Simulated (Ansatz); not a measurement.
Start from Si in the diamond structure (space group Fd-3m, No. 227; a = 5.444 Å).

The change: a negative pressure, −1 GPa.

The values are results of r2SCAN (Ansatz, a program for electronic structure; PAW; 500 eV plane waves; no spin-orbit coupling), earlier PAW set, not measurements.

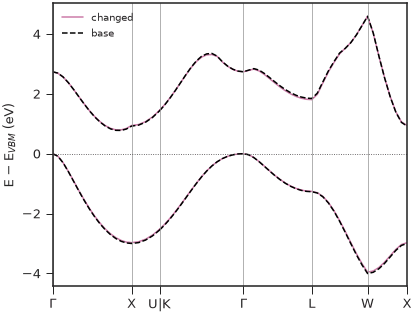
Figure. Highest valence and lowest conduction band along the path, each from its own valence-band maximum

Q: Read the changed gap and its character from the plot.

A: About 0.8 eV, indirect, Γ → Γ–X (87 % along).

Load acts through the strain it causes; cell and atoms are relaxed under it. No phonon test of stability was made.
